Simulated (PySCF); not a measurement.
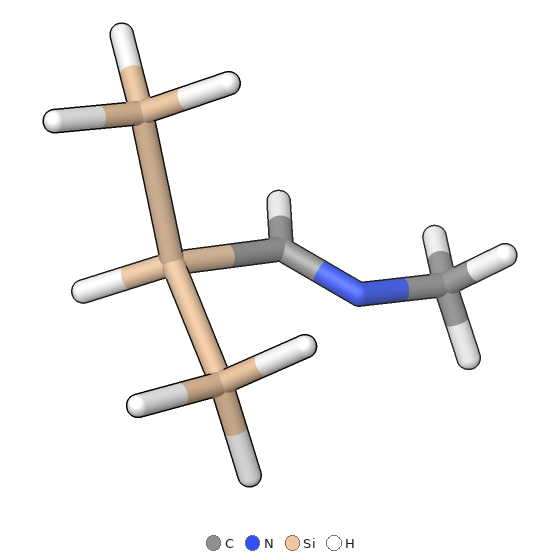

Geometry used (C₂H₁₁NSi₃, SMILES C/N=C/[SiH]([SiH3])[SiH3]).

Simulated rotational absorption lines between 2 and 20 GHz at 2 K: rigid rotor with the equilibrium constants and dipole of one optimised conformer (PBE0-D3(BJ)/def2-SVP, PySCF 2.14.0), commonest isotopes; no centrifugal distortion, hyperfine structure, internal rotation or nuclear-spin weights; lines within 1 MHz of each other are summed.

What are the rotational constants, and what kind of rotor is it?

Answer. Rotational constants A, B, C = 1.901, 1.115, 0.7936 GHz; Ray's κ = −0.42, an asymmetric top on the prolate side.

Which dipole components drive the lines?

Answer.
|μa|, |μb|, |μc| = 1.14, 1.39, 0.38 D; b-type lines carry 55 % of the intensity in this range.

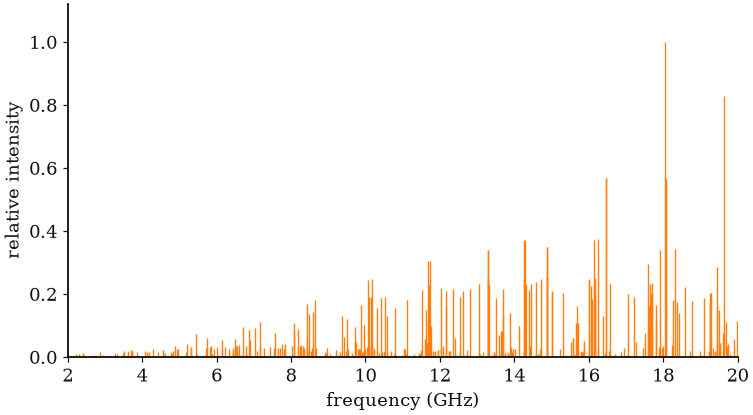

Caveats: coarse grid, loose stop and no frequency check, small forces are noise and the end may be a saddle.
